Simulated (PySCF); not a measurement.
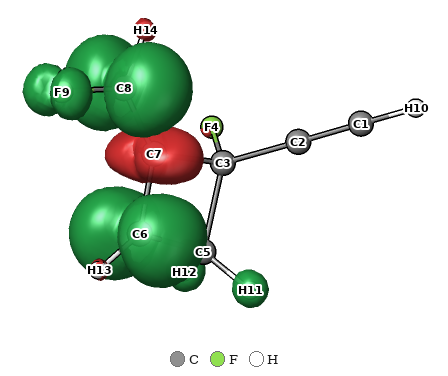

Figure. C$_{7}$H$_{5}$F$_{2}$ (doublet). Isosurfaces of the spin density (α minus β) at +0.03 (green) and −0.03 e/Å³ (red), seen at a tilt.

Geometry: GFN2-xTB.

Theory: UKS B3LYP, pcH-1 on C F H, non-relativistic, mean-field spin-orbit, GIAO in PySCF 2.14.0, density-fitted response routines.

```csv
atom,x (Å),y (Å),z (Å)
C,1.8093,1.3284,-1.6509
C,1.1853,0.5014,-1.0513
C,0.4336,-0.5103,-0.3447
F,0.3813,-1.6703,-1.0965
C,0.8419,-0.7585,1.1370
C,-0.5124,-0.2491,1.5080
C,-0.9213,-0.0631,0.1956
C,-2.0342,0.3393,-0.4747
F,-3.1498,0.6938,0.1782
H,2.3561,2.0592,-2.1682
H,1.6961,-0.1769,1.4870
H,1.0185,-1.8142,1.3492
H,-0.9823,-0.0815,2.4558
H,-2.1227,0.4013,-1.5467
```

Where is the unpaired spin?

The unpaired spin (1 electron) lies mostly on C6 (about 0.4), C8 (about 0.4) and F9 (about 0.1), in electrons by Hirshfeld's partition.
